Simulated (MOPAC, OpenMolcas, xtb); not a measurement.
## How methods differ on BSiH3 (SMILES B[SiH])

BSiH3: 5 atoms, total charge 0, spin state triplet. As SMILES, `B[SiH]`. The coordinates come from a GFN2-xTB relaxation.

```xyz
5

B    -0.2067   -0.7082    0.1267
Si    0.7608    0.8295   -0.3504
H    -1.3037   -0.6208    0.5495
H     0.2636   -1.7797    0.0100
H     0.4860    2.2792   -0.3358
```

Quantity: the dipole moment, in D. The values are calculated.

```tsv
level	kind	program	value (D)	CPU time
MNDO	semi-empirical	MOPAC	0.94	under 2 s
PM7	semi-empirical	MOPAC	0.26	under 2 s
GFN2-xTB	semi-empirical	xtb	1.06	under 2 s
GFN0-xTB	semi-empirical	xtb	0.47	under 2 s
UHF/ANO-L-MB	Hartree–Fock	OpenMolcas	1.92	2.6 s
UHF/STO-3G	Hartree–Fock	OpenMolcas	1.18	1.7 s
UHF/3-21G	Hartree–Fock	OpenMolcas	0.29	1.8 s
UHF/def2-SVP	Hartree–Fock	OpenMolcas	0.43	2.4 s
UHF/6-31++G** (Cholesky decomposition, spherical functions)	Hartree–Fock	OpenMolcas	0.36	3.5 s
UBLYP/6-31+G* (spherical functions)	GGA	OpenMolcas	0.82	14 s
```

The values span 0.26 to 1.92 D. Magnitudes only: a small dipole may point the other way at some levels. Sets without polarisation functions give poor dipoles. Without the sets that lack polarisation functions the rows with a basis span only 0.36 to 0.82 D. Times are those of the runs behind each value, whatever else they computed, on shared processors of several kinds: orders of magnitude only.

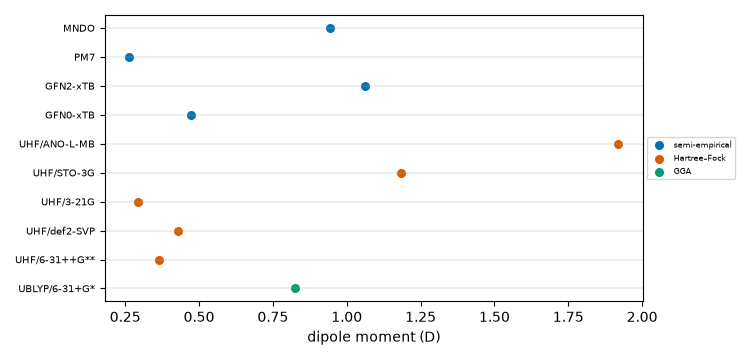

The values of the table, level by level.
